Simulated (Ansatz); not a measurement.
# C2H6Si (SMILES C[Si]C) at HF/6-311+G(d,p)

What is the vertical ionisation energy of C2H6Si at HF/6-311+G**? 

Program for the calculation: Ansatz 0.2.0.

34 further runs of the same task are left out: 34 set aside as unsound or not needed.

### 1 The structure to begin with

The species is C2H6Si (9 atoms), meant as a singlet with charge 0. SMILES: `C[Si]C`. The coordinates come from a PBE0-D4/def2-TZVP relaxation.

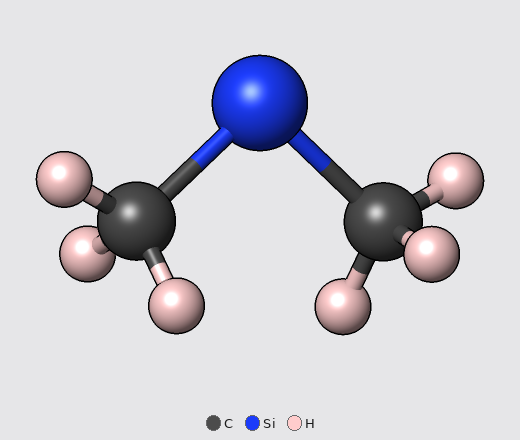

Viewed from a chosen angle; carbon dark grey, silicon blue, hydrogen pink.

### 2 The energy at HF/6-311+G(d,p)

File in.yaml:

```yaml
basis:
  gaussian:
    orbitals: 6-311+G_st__st_-spherical.json
crystal:
  periodic: [false, false, false]
  atoms:
    - {symbol: C, position_ang: [-0.527400, 1.047300, -0.805300]}
    - {symbol: Si, position_ang: [0.896800, -0.199700, -0.912800]}
    - {symbol: C, position_ang: [0.601900, -1.069400, 0.746000]}
    - {symbol: H, position_ang: [-1.430700, 0.480400, -1.082200]}
    - {symbol: H, position_ang: [-0.439700, 1.875000, -1.511000]}
    - {symbol: H, position_ang: [-0.703500, 1.436700, 0.202600]}
    - {symbol: H, position_ang: [-0.455600, -1.193000, 1.001000]}
    - {symbol: H, position_ang: [1.117900, -2.026600, 0.837300]}
    - {symbol: H, position_ang: [1.028800, -0.397000, 1.507100]}
hamiltonian:
  xc: hf
accuracy: high
output: {orbitals: {seedname: orbitals}}
```

The basis set 6-311+G** is read from a file made from the Basis Set Exchange's data (not shown).

Started as:

```sh
$ ansatz run in.yaml --threads 1 --pin off --max-ram 3480MiB --events-out events.jsonl --progress --plain --runs-dir runs
```

Log:

```text
Warning: RAYON_NUM_THREADS=1 ignored (pool sized by the plan → 1); use --threads N
Functional definition: HF
  name "HF"
  exchange = exact_x
  correlation = 0
2140 factors; integrals over basis functions are off by at most 4.3e-9 eV
mean field evaluation 1: about -10013.8645 eV, gradient 3.7e1 eV
mean field evaluation 2: about -10013.8670 eV, gradient 3.7e1 eV
mean field evaluation 4: about -10017.4873 eV, gradient 2.9e0 eV
mean field evaluation 8: about -10017.5408 eV, gradient 1.3e-4 eV
mean field -10017.54084838 eV, -368.1378360449 hartree, gradient 8.9e-9 eV, S^2 0.000000; 0 other end points of the search recorded, 0 dependent functions left out
reference -10017.54084838 eV, -368.1378360449 hartree; 16, 16 occupied and 94, 94 virtual orbitals, 2140 factors
Total energy: -10017.54084838 eV, -368.1378360449 hartree
```

Run time: 2.7 s. Hardware: 1 thread of Arm Neoverse V2, shared host; peak memory 0.3 GiB.

### 3 The doublet cation at the same level

File molecule.yaml:

```yaml
crystal:
  periodic: [false, false, false]
  atoms:
    - symbol: C
      position_ang: [-0.527400, 1.047300, -0.805300]
    - symbol: Si
      position_ang: [0.896800, -0.199700, -0.912800]
    - symbol: C
      position_ang: [0.601900, -1.069400, 0.746000]
    - symbol: H
      position_ang: [-1.430700, 0.480400, -1.082200]
    - symbol: H
      position_ang: [-0.439700, 1.875000, -1.511000]
    - symbol: H
      position_ang: [-0.703500, 1.436700, 0.202600]
    - symbol: H
      position_ang: [-0.455600, -1.193000, 1.001000]
    - symbol: H
      position_ang: [1.117900, -2.026600, 0.837300]
    - symbol: H
      position_ang: [1.028800, -0.397000, 1.507100]
basis:
  gaussian:
    orbitals: 6-311+G_st__st_-spherical.json
total_charge: 1
magnetization:
  spin_polarized: true
  initial_magnetization: 1
hamiltonian:
  xc: hf
accuracy: high
output: {orbitals: {seedname: orbitals}}
```

The basis set 6-311+G** is read from a file made from the Basis Set Exchange's data (not shown).

Started as:

```sh
$ ansatz run molecule.yaml --threads 1 --pin off --max-ram 3480MiB --events-out events.jsonl --progress --plain --runs-dir runs
```

Log:

```text
Warning: RAYON_NUM_THREADS=1 ignored (pool sized by the plan → 1); use --threads N
Functional definition: HF
  name "HF"
  exchange = exact_x
  correlation = 0
2140 factors; integrals over basis functions are off by at most 4.3e-9 eV
mean field evaluation 1: about -10003.4602 eV, gradient 3.6e1 eV
mean field evaluation 2: about -10003.4640 eV, gradient 3.6e1 eV
mean field evaluation 4: about -10010.2156 eV, gradient 2.6e0 eV
mean field evaluation 8: about -10010.3197 eV, gradient 1.9e-3 eV
mean field evaluation 16: about -10007.3517 eV, gradient 6.8e-1 eV
mean field -10010.31974967 eV, -367.8724655620 hartree, gradient 2.3e-8 eV, S^2 0.759161; 0 other end points of the search recorded, 0 dependent functions left out
reference -10010.31974967 eV, -367.8724655620 hartree; 16, 15 occupied and 94, 95 virtual orbitals, 2140 factors
Total energy: -10010.31974967 eV, -367.8724655620 hartree
```

Run time: 3.9 s. Hardware: 1 thread of Arm Neoverse V2, shared host; peak memory 0.35 GiB.

### 4 Summary of results

At HF/6-311+G**:

```
                                          quantity          value
                      singlet C2H6Si: total energy  -368.13784 Eh
                       singlet C2H6Si: HOMO energy       -8.30 eV
                       singlet C2H6Si: LUMO energy        0.84 eV
                     singlet C2H6Si: HOMO–LUMO gap        9.14 eV
                      doublet cation: total energy  -367.87247 Eh
doublet cation: HOMO energy (highest over α and β)      -16.93 eV
 doublet cation: LUMO energy (lowest over α and β)       -6.28 eV
                              doublet cation: ⟨S²⟩          0.759
vertical ionisation energy (to the doublet cation)       7.221 eV
```

In words: The vertical ionisation energy comes to 7.22 eV (697 kJ/mol). −ε(HOMO) before ionisation, 8.30 eV, is 1.07 eV above this ionisation energy.
